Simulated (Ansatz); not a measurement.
## (KCl)3(SrS)1 [001] superlattice, started as rocksalt type: the cell at rest

Task: relax (KCl)3(SrS)1 [001] superlattice, started as rocksalt type tightly.

Program: Ansatz 0.2.0. Level of theory: DFT PBEsol, scalar-relativistic, plane waves, PAW. Results are calculated unless marked as measured.

The structure was built from a prototype and need not be the compound's stable phase.

## (1) Set-up

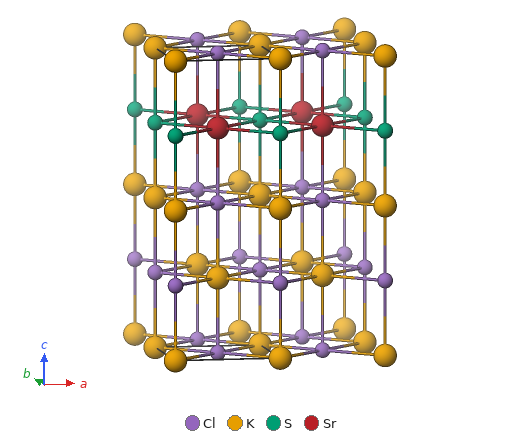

The starting structure, seen slightly off an axis (chlorine purple, potassium orange, sulfur teal, strontium red). 2×2×1 cells are drawn. Some periodic images of atoms are drawn too.

## (2) Probe on a coarse mesh

First a cheap look: the gap decides the mesh and the occupations, the pressure tells how far the cell has to move.

input.yaml reads:

```yaml
crystal:
  lattice:
    - [3.11125, 3.11125, 0.0]
    - [-3.11125, 3.11125, 0.0]
    - [0.0, 0.0, 12.445]
  atoms:
    - { symbol: Cl, position: [0.5, 0.5, 0.0] }
    - { symbol: Cl, position: [1.0, 0.0, 0.25] }
    - { symbol: Cl, position: [0.5, 0.5, 0.5] }
    - { symbol: K, position: [0.0, 0.0, 0.0] }
    - { symbol: K, position: [0.5, 0.5, 0.25] }
    - { symbol: K, position: [0.0, 0.0, 0.5] }
    - { symbol: S, position: [1.0, 0.0, 0.75] }
    - { symbol: Sr, position: [0.5, 0.5, 0.75] }
kpoints:
  mp_grid: { grid: [4, 4, 2] }
hamiltonian:
  xc: pbesol
scf:
  occupations: { method: gaussian, width: 0.1 }
output:
  forces: true
  stress: true
  eigenvalues: true
```

On the command line:

```console
$ ansatz run input.yaml --threads 8 --pin off --max-ram 14336MiB --backend cpu --events-out ev --progress --plain --runs-dir out
```

Numbers of over 12 decimals in the logs are rounded to 6 here.

Log:

```text
Engine: ansatz 0.2.0, aarch64-unknown-linux-gnu
Pseudopotentials: kind: paw
Pseudopotential: Cl, paw, valence charge 7, recommended cutoff 420 eV (normal), Cl.paw.azcp
Pseudopotential: K, paw, valence charge 9, recommended cutoff 420 eV (normal), K.paw.azcp
Pseudopotential: S, paw, valence charge 6, recommended cutoff 420 eV (normal), S.paw.azcp
[...]
k-point 0: bands = [... 28 lower, 1.3075, 3.0632, 3.5360, 3.5360, 6.5074, 6.6538, 7.8671, 8.0753, ... 3 higher]
  k-point 1: bands = [... 28 lower, 1.3037, 3.0011, 3.5354, 3.5354, 6.6597, 6.9879, 7.1104, 7.9483, ... 3 higher]
  k-point 2: bands = [... 28 lower, 1.1687, 2.5875, 3.0713, 3.1802, 7.4312, 7.6841, 8.4179, 8.5878, ... 3 higher]
  k-point 11: bands = [... 28 lower, 1.0196, 2.7987, 2.7987, 3.3192, 7.1974, 7.1974, 8.2293, 8.2293, ... 3 higher]
[key lines of the parts left out:]
SCF converged after 7 iterations
Free energy (F): -12123.289612 eV
Fermi energy:    5.023873 eV
P = ⅓ Tr σ = -1.1628 GPa (-11.628 kbar)
```

Run time: 1.1 s. Hardware: 8 threads of Arm Neoverse V2, shared host; peak memory 0.79 GiB.

A gap read on the k-mesh alone can miss the band edges.

Numbers from this step:

| Property | Result |
| --- | --- |
| pressure | -1.163 GPa |
| gap on the k-mesh | 2.971 eV |
| volume per atom | 30.12 Å³ |
| direct gap on mesh | 2.971 eV |

The coarse mesh shows a gap of 2.97 eV and a pressure of -1.2 GPa.

## (3) Relaxation

The cell and atoms are relaxed, since residual forces and stress would shift the frequencies.

Edit input.yaml of step 2 so:

```diff
@@ -19,3 +19,3 @@
 scf:
-  occupations: { method: gaussian, width: 0.1 }
+  occupations: { method: gaussian, width: 0.02 }
 output:
@@ -24 +24,10 @@
   eigenvalues: true
+  write_density: true
+  write_potential: true
+  elf: true
+  volumetric_format: npy
+relax:
+  adjacent_minimum: "off"
+  f_tol: 0.005
+  max_steps: 80
+  cell: { stress_tol: 0.05 }
```

Log:

```text
[...]
Crystal: 8 atoms, lattice volume = 240.932 Å³
Basis set: ecut = 420 eV, 4753 PW (Γ), exchange–correlation on 60×60×180 points (8 copies of the dense FFT grid, shifted against one another)
Bands: 40, of which v1, the nominal top of the filled ones, is band 32 counted from 1 (31 counted from 0)
Symmetry: 16 space group operations
[...]
k-points: 12 of 32
[...]
SCF iter   1: F=—  HF=-12123.303880 eV  |F-HF|=—  |Δ(HF+E_count)|=         —  Δρ=3.51e-3  dr2=4.69e-2  ethr=1.77e-3  ⟨swp⟩=12.8  Hψ=2601  notcnv=0
[...]
SCF iter   7: F=-12123.289612 eV  HF=-12123.289611 eV  |F-HF|=8.45e-9  |Δ(HF+E_count)|=   1.88e-7  Δρ=1.81e-6  dr2=1.23e-8  ethr=1.56e-10  ⟨swp⟩=16.2  Hψ=3827  notcnv=0
SCF 1 converged in 7 iterations: F = -12123.289612 eV  dr2 = 1.23e-8
[...]
relax step   1: F+E_penalty+E_count = -12123.28961150 eV  Δ(F+E_penalty+E_count) = +0.000e0 eV  max|allowed force component| = 2.155e-1 eV/Å  Δτ_max = 0.0000 Å  P = -1.163 GPa  Ω = 240.932 Å³  (7 SCF iters, dr2 threshold 1.00e-7 eV, accepted)
Crystal: 8 atoms, lattice volume = 231.615 Å³
Basis set: ecut = 420 eV, 4505 PW (Γ), exchange–correlation on 60×60×180 points (8 copies of the dense FFT grid, shifted against one another)
[...]
iter 1 solved again at ethr=2.88e-5 eV; its pass at ethr=3.10e-3 eV (dr2=1.84e-2 eV) is discarded
[...]
SCF iter   6: F=-12123.352624 eV  HF=-12123.352624 eV  |F-HF|=3.87e-8  |Δ(HF+E_count)|=   9.75e-7  Δρ=5.93e-6  dr2=1.20e-7  ethr=1.25e-9  ⟨swp⟩=15.6  Hψ=4050  notcnv=0
SCF 2 converged in 6 iterations: F = -12123.352624 eV  dr2 = 1.20e-7
relax step   2: F+E_penalty+E_count = -12123.35262440 eV  Δ(F+E_penalty+E_count) = -6.301e-2 eV  max|allowed force component| = 2.301e-2 eV/Å  Δτ_max = 0.0746 Å  P = -0.112 GPa  Ω = 231.615 Å³  energy of the carried Pulay correction = +7.098e-5 eV  (6 SCF iters, dr2 threshold 8.00e-7 eV, accepted)
Crystal: 8 atoms, lattice volume = 230.575 Å³
Basis set: ecut = 420 eV, 4457 PW (Γ), exchange–correlation on 60×60×180 points (8 copies of the dense FFT grid, shifted against one another)
[...]
SCF iter   5: F=-12123.354984 eV  HF=-12123.354984 eV  |F-HF|=5.92e-8  |Δ(HF+E_count)|=   2.03e-7  Δρ=4.67e-6  dr2=5.04e-8  ethr=2.73e-10  ⟨swp⟩=12.9  Hψ=3811  notcnv=0
SCF 3 converged in 5 iterations: F = -12123.354984 eV  dr2 = 5.04e-8
relax step   3: F+E_penalty+E_count = -12123.35498370 eV  Δ(F+E_penalty+E_count) = -2.359e-3 eV  max|allowed force component| = 7.407e-3 eV/Å  Δτ_max = 0.0124 Å  P = +0.046 GPa  Ω = 230.575 Å³  energy of the carried Pulay correction = +7.908e-5 eV  (5 SCF iters, dr2 threshold 1.74e-7 eV, accepted)
[...]
relax step   4: F+E_penalty+E_count = -12123.35524382 eV  Δ(F+E_penalty+E_count) = -2.601e-4 eV  max|allowed force component| = 1.919e-3 eV/Å  Δτ_max = 0.0028 Å  P = +0.011 GPa  Ω = 230.948 Å³  energy of the carried Pulay correction = +7.617e-5 eV  (5 SCF iters, dr2 threshold 4.89e-8 eV, accepted)
[...]
SCF iter   1: F=—  HF=-12123.355238 eV  |F-HF|=—  |Δ(HF+E_count)|=         —  Δρ=8.00e-6  dr2=2.24e-8  ethr=6.21e-7  ⟨swp⟩=3.3  Hψ=3940  notcnv=0
eigensolver tolerance schedule: the retry pair's looser diagonalisation over-reported the residual by 17716.78 of it (diagonalisation noise at an unbounded share of the residual, at the tolerance the schedule requests for it); recorded, not acted on — ethr = c·dr2/N_el stays at c = 1.0e-1
[...]
SCF iter   2: F=—  HF=-12123.355182 eV  |F-HF|=—  |Δ(HF+E_count)|=   5.60e-5  Δρ=4.40e-6  dr2=1.05e-8  ethr=3.50e-11  ⟨swp⟩=4.2  Hψ=1451  notcnv=0
[...]
SCF iter   5: F=-12123.355182 eV  HF=-12123.355182 eV  |F-HF|=2.55e-11  |Δ(HF+E_count)|=  5.18e-10  Δρ=1.91e-7  dr2=5.55e-11  ethr=1.00e-12  ⟨swp⟩=8.5  Hψ=2582  notcnv=0
SCF 5 converged in 5 iterations: F = -12123.355182 eV  dr2 = 5.55e-11
relax step   5: F+E_penalty+E_count = -12123.35518158 eV  Δ(F+E_penalty+E_count) = +6.224e-5 eV  max|allowed force component| = 1.904e-3 eV/Å  Δτ_max = 0.0000 Å  P = +0.011 GPa  Ω = 230.948 Å³  stress off target by 2.23e-2 GPa  SCF on the basis re-selected at this cell (its energy is not comparable with the rows above)  (5 SCF iters)
basis re-selected at this cell: Δ(F+E_penalty+E_count) = +6.224e-5 eV, ΔP = -0.000 GPa vs the last step (what re-selecting the basis moved, of the pressure what is left beyond the Pulay correction that the steps carried, after the strain that the cell walked since its last selection, with what the two solves' SCF thresholds leave and, on support functions, any second-order correction that the steps lacked; it is no m [...]
SCF converged after 5 iterations
Free energy (F): -12123.355182 eV
[...]
Internal energy: -12123.355182 eV  (E = F + TS)
E sigma→0 (E₀):  -12123.355182 eV
Fermi energy:    5.484460 eV
[...]
--- Forces (eV/Å), atoms counted from 1 ---
  atom   1  Cl     0.00000000    -0.00000000     0.00190406
  atom   2  Cl     0.00000000    -0.00000000     0.00000000
  atom   3  Cl     0.00000000    -0.00000000    -0.00190406
  atom   4  K     -0.00000000    -0.00000000    -0.00078413
  atom   5  K      0.00000000     0.00000000     0.00000000
  atom   6  K     -0.00000000     0.00000000     0.00078413
  atom   7  S      0.00000000    -0.00000000     0.00000000
  atom   8  Sr    -0.00000000    -0.00000000     0.00000000
  max |Σ_I F_I| component: 2.17e-19 eV/Å
--- Stress (GPa, compression-positive) ---
        0.005734       0.000000       0.000000
        0.000000       0.005734       0.000000
        0.000000       0.000000       0.022256
  P = ⅓ Tr σ = 0.0112 GPa (0.112 kbar)
--- Band table (eV; the first three rows and the last of 12) ---
  k-point 0: bands = [... 28 lower, 1.5654, 3.4361, 3.9901, 3.9901, 6.9787, 7.0314, 8.3203, 8.4536, ... 4 higher]
  k-point 1: bands = [... 28 lower, 1.5561, 3.3740, 3.9895, 3.9895, 7.0391, 7.4876, 7.6301, 8.1926, ... 4 higher]
  k-point 2: bands = [... 28 lower, 1.4036, 2.9695, 3.4446, 3.5822, 7.9028, 8.1248, 8.8617, 8.9660, ... 4 higher]
  k-point 11: bands = [... 28 lower, 1.2472, 3.2301, 3.2301, 3.7066, 7.5919, 7.5919, 8.4331, 8.4331, ... 4 higher]
--- Relaxed structure (4 steps of the walk, 4 accepted, 1 SCFs on fresh bases) ---
  F+E_penalty+E_count = -12123.35518158 eV   max|allowed force component| = 1.904e-3 eV/Å   (the final SCF, on the basis selected at the relaxed cell)
  cell:  # Å, volume = 230.9485 Å³
    - [3.048934, 3.048934, 0.0]
    - [-3.048934, 3.048934, 0.0]
    - [0.0, 0.0, 12.421929]
  atoms:
    - { symbol: Cl, position: [0.5, 0.5, -0.00680625] }
    - { symbol: Cl, position: [1.0, 0.0, 0.25] }
    - { symbol: Cl, position: [0.5, 0.5, 0.506806] }
    - { symbol: K, position: [0, 0, -0.00292183] }
    - { symbol: K, position: [0.5, 0.5, 0.25] }
    - { symbol: K, position: [0, 0, 0.502922] }
    - { symbol: S, position: [1.0, 0.0, 0.75] }
    - { symbol: Sr, position: [0.5, 0.5, 0.75] }
```

The job ended after 5.9 s (8 threads; peak memory 0.82 GiB).

Step by step:

| step | energy less that of the first step (eV) | largest force component (eV/Å) | pressure (GPa) | volume (Å³) |
| --- | --- | --- | --- | --- |
| 1 | 0.0000 | 0.2155 | -1.16 | 240.93 |
| 2 | -0.0630 | 0.0230 | -0.11 | 231.62 |
| 3 | -0.0654 | 0.0074 | 0.05 | 230.58 |
| 4 | -0.0656 | 0.0019 | 0.01 | 230.95 |
| 5* | -0.0656 | 0.0019 | 0.01 | 230.95 |

Relaxation steps marked * repeat the geometry before them on a plane-wave basis chosen anew for their cell, so energy and pressure can jump there.

The run keeps the 16 symmetry operations that it works with, so distortions that break them were not tested.

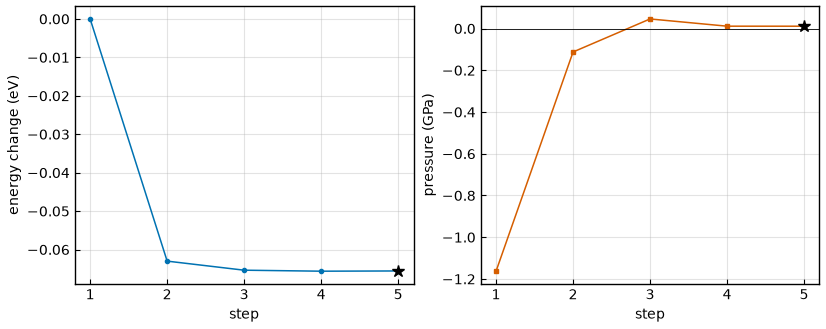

Energy and pressure along the relaxation. Stars mark steps on a basis chosen anew.

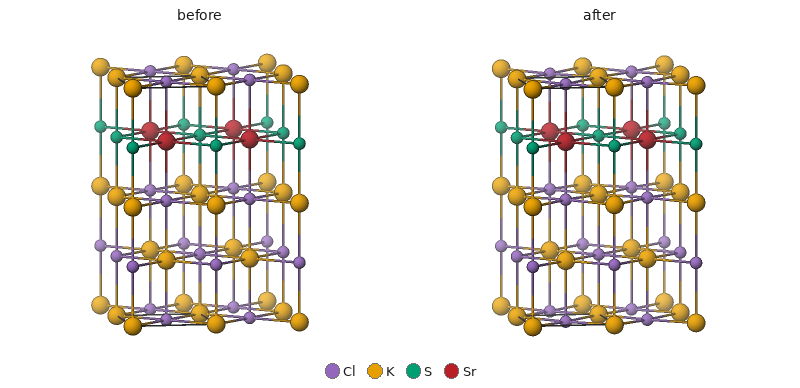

The structure before and after the relaxation, drawn at the same scale.

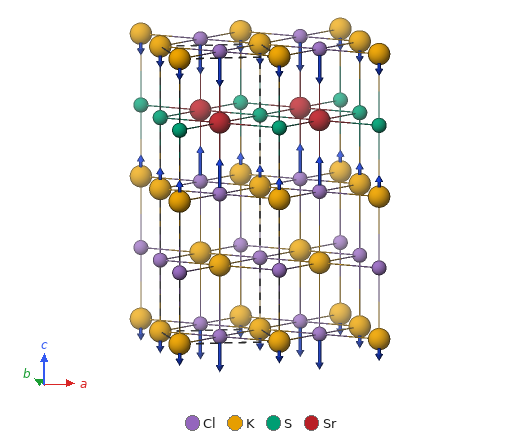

Displacements in the relaxation, exaggerated, measured against the changing cell; the longest in the cell stands for 0.08 Å. 2×2×1 cells are drawn. Some periodic images of atoms are drawn too.

| conventional cell, symmetrised | before | after | change |
| --- | --- | --- | --- |
| a (Å) | 4.400 | 4.312 | -2.0 % |
| b (Å) | 4.400 | 4.312 | -2.0 % |
| c (Å) | 12.445 | 12.422 | -0.2 % |
| volume (Å³/atom) | 30.12 | 28.87 | -4.1 % |

The atoms that moved most (Å, as changes of fractional coordinates times the final cell):

| atom | dx | dy | dz | length |
| --- | --- | --- | --- | --- |
| Cl3 | 0.000 | 0.000 | 0.085 | 0.085 |
| Cl1 | 0.000 | 0.000 | -0.085 | 0.085 |
| K4 | 0.000 | 0.000 | -0.036 | 0.036 |
| K6 | 0.000 | 0.000 | 0.036 | 0.036 |

Numbers from this step:

```yaml
pressure: 0.01124 GPa
gap_on_the_k_mesh: 2.989 eV
volume_per_atom: 28.87 Å³
direct_gap_on_mesh: 2.989 eV
```

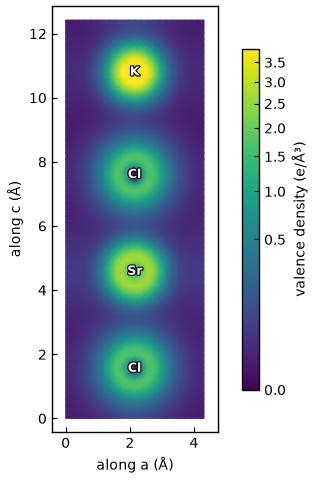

Valence density in the ac plane at fractional y = 0.500, with atoms of Cl and K and Sr within 0.2 Å of it. It is the smooth field of the valence electrons, not physical close to the nuclei. The map starts off the cell's origin, so that atoms lie inside it. The colour scale is stretched toward low values.

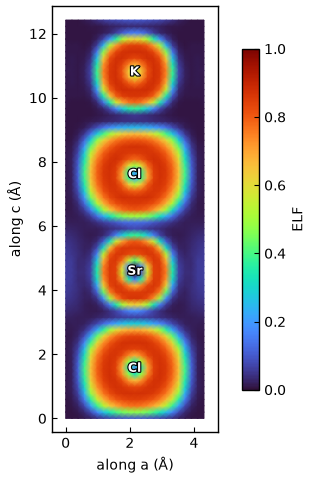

ELF in the ac plane at fractional y = 0.500, with atoms of Cl and K and Sr within 0.2 Å of it. It is the smooth field of the valence electrons, not physical close to the nuclei. The map starts off the cell's origin, so that atoms lie inside it.

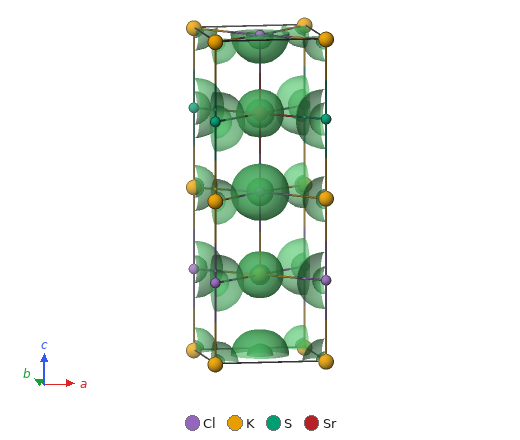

Surface of ELF = 0.81.

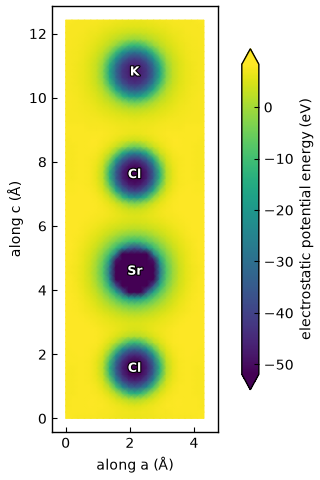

Electrostatic potential energy in the ac plane at fractional y = 0.500, with atoms of Cl and K and Sr within 0.2 Å of it. With pseudopotentials it is smooth inside the atoms' cores, unlike the true potential. The map starts off the cell's origin, so that atoms lie inside it.

In this step the volume went from 30.12 to 28.87 Å³/atom.

## (4) Tight relaxation

Phonons need a cell at rest on their own settings, so the relaxation is repeated with tight tolerances on forces and stress, using the mesh and the filling of the phonon run that follows.

input.yaml reads:

```yaml
crystal:
  lattice:
    - [3.0489340767, 3.0489340767, 0.0]
    - [-3.0489340767, 3.0489340767, 0.0]
    - [0.0, 0.0, 12.4219293626]
  atoms:
    - { symbol: Cl, position: [0.5, 0.5, -0.0068062485] }
    - { symbol: Cl, position: [1.0, 0.0, 0.25] }
    - { symbol: Cl, position: [0.5, 0.5, 0.5068062485] }
    - { symbol: K, position: [0.0, 0.0, -0.0029218302] }
    - { symbol: K, position: [0.5, 0.5, 0.25] }
    - { symbol: K, position: [0.0, 0.0, 0.5029218302] }
    - { symbol: S, position: [1.0, 0.0, 0.75] }
    - { symbol: Sr, position: [0.5, 0.5, 0.75] }
kpoints:
  mp_grid: { grid: [4, 4, 2] }
hamiltonian:
  xc: pbesol
scf:
  occupations: { method: fixed }
output:
  forces: true
  stress: true
  eigenvalues: true
relax:
  adjacent_minimum: "off"
  f_tol: 0.001
  max_steps: 60
  cell: { stress_tol: 0.01 }
```

Log:

```text
[...]
Crystal: 8 atoms, lattice volume = 230.948 Å³
Basis set: ecut = 420 eV, 4449 PW (Γ), exchange–correlation on 60×60×180 points (8 copies of the dense FFT grid, shifted against one another)
Bands: 40, of which v1, the nominal top of the filled ones, is band 32 counted from 1 (31 counted from 0)
Symmetry: 16 space group operations
[...]
k-points: 12 of 32
[...]
- [3.049126, 3.049126, 0.0]
    - [-3.049126, 3.049126, 0.0]
    - [0.0, 0.0, 12.424993]
  atoms:
    - { symbol: Cl, position: [0.5, 0.5, -0.00676318] }
    - { symbol: Cl, position: [1.0, 0.0, 0.250000] }
    - { symbol: Cl, position: [0.5, 0.5, 0.506763] }
    - { symbol: K, position: [0, 0, -0.00293788] }
    - { symbol: K, position: [0.5, 0.5, 0.250000] }
    - { symbol: K, position: [0, 0, 0.502938] }
    - { symbol: S, position: [1.0, 0.0, 0.75] }
    - { symbol: Sr, position: [0.5, 0.5, 0.75] }
[key lines of the parts left out:]
SCF converged after 6 iterations
Free energy (F): -12123.355188 eV
Fermi energy:    3.985378 eV
P = ⅓ Tr σ = 0.0011 GPa (0.011 kbar)
```

The job ended after 3.4 s (8 threads; peak memory 0.8 GiB).

Little changed from the start: no atom moved by 0.005 Å and no cell edge by 0.1 %.

Numbers from this step:

| Quantity | Value |
| --- | --- |
| pressure | 0.001084 GPa |
| volume per atom | 28.88 Å³ |

The largest force component left is 0.49 meV/Å and the pressure is 0.001 GPa, within the tolerances set. The cell now holds 28.88 Å³/atom.

## (5) What came out

| Item | Value |
| --- | --- |
| space group after relaxation (within 0.01 Å) | P4/mmm |
| lattice constant a | 4.312 Å |
| lattice constant b | 4.312 Å |
| lattice constant c | 12.425 Å |
| volume per atom | 28.9 Å³ |
| gap on the k-mesh | 2.99 eV |

In words: The largest force component left is 0.49 meV/Å and the pressure is 0.001 GPa, within the tolerances set. The cell now holds 28.88 Å³/atom. The relaxation keeps the symmetry of its start, so it says nothing on stability against lower symmetry. The starting cell was built on a prototype and not taken from a measurement, so the phase need not exist.

[Logs are printed without paths, hosts, clocks, repeated set-up lines and the standing remarks that a program may print on its own settings, such as how far it seeks lower states.]

[Hosts, paths, dates, database ids (printed as entryN), source tags and the programs' standing remarks are cut or masked in the printed files.]
